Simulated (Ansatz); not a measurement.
## Electronic structure of H$_{5}$NSi···CN (doublet) in real space

```xyz
9

H    -0.8365   -0.9157    0.8895
N     0.0309   -0.6766    0.4048
Si    0.0671   -0.0987   -1.2846
C     0.0000    1.1934    1.5873
N    -0.3394    1.4203    2.7006
H     0.8509   -1.0676    0.8781
H     0.0533   -1.2623   -2.2393
H     1.3350    0.6757   -1.4588
H    -1.1615    0.7313   -1.4776
```

Theory: Ansatz 0.2.0, UKS PBE/def2-SVP.

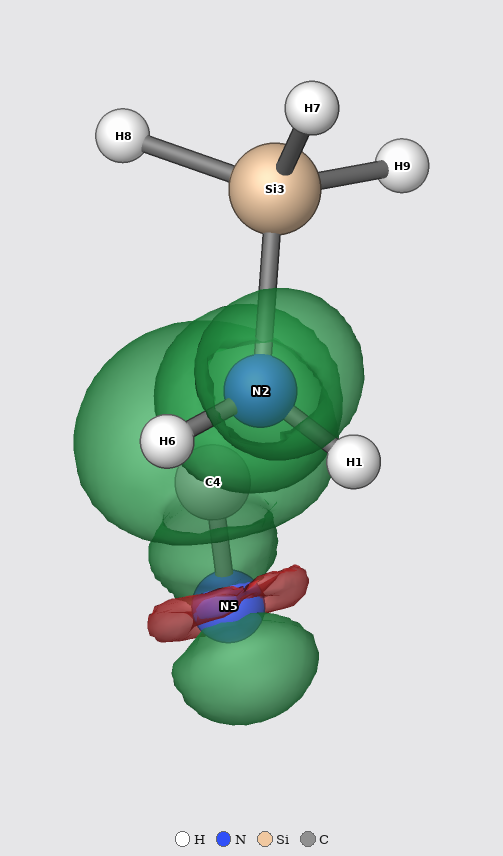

Figure 1. Isosurfaces of the spin density at +0.02 (green) and −0.02 e/Å³ (red), seen at an oblique angle.

**Where is the unpaired spin?**

The unpaired spin (1 electron) lies mostly on C4 (about 0.5), N2 (about 0.3) and N5 (about 0.1), in electrons by Hirshfeld's partition.

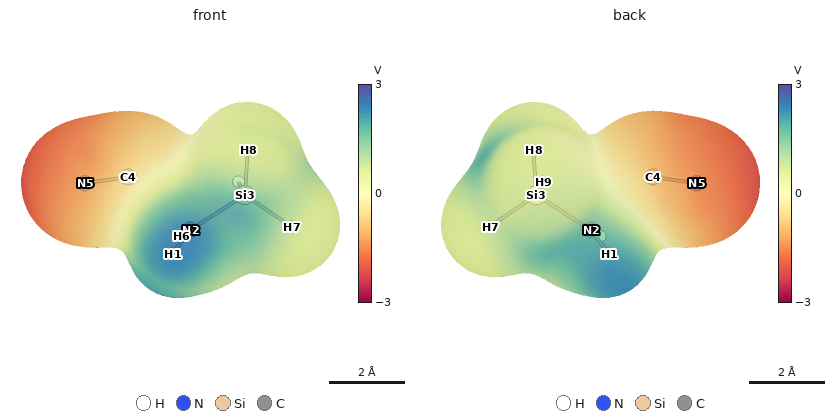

Figure 2. The molecular electrostatic potential painted on the density surface at 0.002 e/bohr³, seen from the front and from behind; red is negative and blue positive.

**Describe the electrostatic potential map.**

The most negative region (about −2.1 V, or −48 kcal/mol for a unit charge) lies over N5, the most positive (about +2.5 V, or +58 kcal/mol for a unit charge) over H6. N5 is the likeliest acceptor of a hydrogen bond.

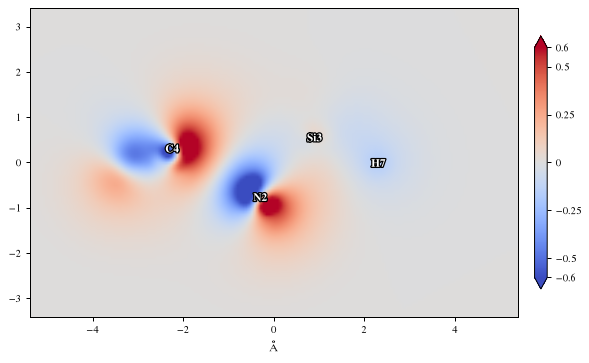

Figure 3. The HOMO (α) on the plane of atoms N2, Si3 and H7 (values in Å⁻³ᐟ²; the overall sign is arbitrary).

**Describe this orbital and give its energy.**

By Hirshfeld shares it lies mainly on C4 (about 40 %), N2 (about 30 %) and N5 (about 20 %). Its energy is −5.64 eV.
